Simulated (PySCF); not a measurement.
# C6H5BrO (2-bromophenol): the cost of one run

Computed with PySCF 2.14.0 and routines of our own; the level stands in each step. Atoms count from 0.

## 1. The starting structure

13 atoms, charge 0, multiplicity 1; geometry from: GFN2-xTB.

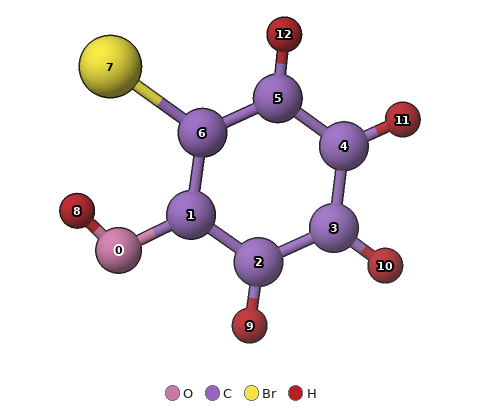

The starting geometry (oxygen pink, carbon purple, bromine yellow, hydrogen red).

## 2. Relaxing the molecule at PBE/def2-SV(P)

Job settings and geometry (Å):

```
{"job": {"xc": "PBE", "basis": "def2-SV(P)", "grid": 1, "kind": "geom"}, "charge": 0, "multiplicity": 1}
O      2.245762    -0.779666    -0.639501
C      0.999427    -0.387642    -0.313377
C     -0.082713    -1.143134    -0.762089
C     -1.376038    -0.775032    -0.449303
C     -1.622243     0.352429     0.317991
C     -0.563132     1.115890     0.774149
C      0.729090     0.743457     0.456233
Br     2.204860     1.799701     1.085919
H      2.898684    -0.168866    -0.261861
H      0.127126    -2.018262    -1.355823
H     -2.198704    -1.374159    -0.807564
H     -2.632601     0.639201     0.563660
H     -0.733906     1.996569     1.373837
```

On the command line:

```
$ OMP_NUM_THREADS=1 python excited_run.py task.json out
```

This one command runs all jobs of the session in turn.

Q: Estimate the wall time and peak memory of this first job on 1 thread of Arm Neoverse N1, shared host.

About 92 s, with a peak of 0.63 GiB.
